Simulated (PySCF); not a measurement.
# C8H11N: the cost of one run

Programs: PySCF 2.14.0, with routines of our own; each step states its level. All values are computed. Atoms count from 0.

## (1) The system as given

20 atoms, charge 0, multiplicity 1; geometry from: GFN2-xTB.

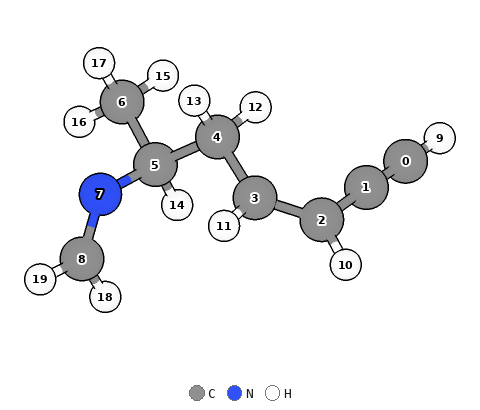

The starting geometry (carbon grey, nitrogen blue, hydrogen white).

## (2) Magnetic properties: GIAO B3LYP/pcSseg-1

Job settings and geometry (Å):

```
{"job": {"kind": "mag", "xc": "B3LYP", "basis": "pcSseg-1", "isotopologues": 0}, "charge": 0, "multiplicity": 1}
C      3.696035     0.216167    -0.672550
C      2.882460    -0.559984    -0.249482
C      1.947059    -1.499688     0.231874
C      0.771788    -1.176859     0.770356
C      0.265249     0.218545     0.919848
C     -0.915875     0.491264    -0.032951
C     -1.336927     1.957876     0.052815
N     -2.030484    -0.311204     0.382792
C     -2.534970    -1.150820    -0.391871
H      4.406459     0.896639    -1.036702
H      2.251742    -2.535365     0.142539
H      0.105445    -1.959511     1.106523
H      1.063463     0.928955     0.699799
H     -0.086602     0.374124     1.942073
H     -0.601204     0.256430    -1.067601
H     -0.498670     2.604381    -0.192686
H     -2.150562     2.155493    -0.641558
H     -1.679655     2.181250     1.059459
H     -2.183996    -1.342901    -1.414012
H     -3.375903    -1.734114    -0.045639
```

With the program's defaults for keys left out, this is: GIAO B3LYP/pcSseg-1 magnetisability, rotational g tensor and spin-rotation constants, non-relativistic, gas phase.

Run with:

```
$ OMP_NUM_THREADS=1 python excited_run.py task.json out
```

One launch serves the whole session: the jobs run in the order shown.

Q: Estimate the wall time and peak memory of this first job on 1 thread of Arm Neoverse V2, shared host.

About 42 s, with a peak of 0.98 GiB.
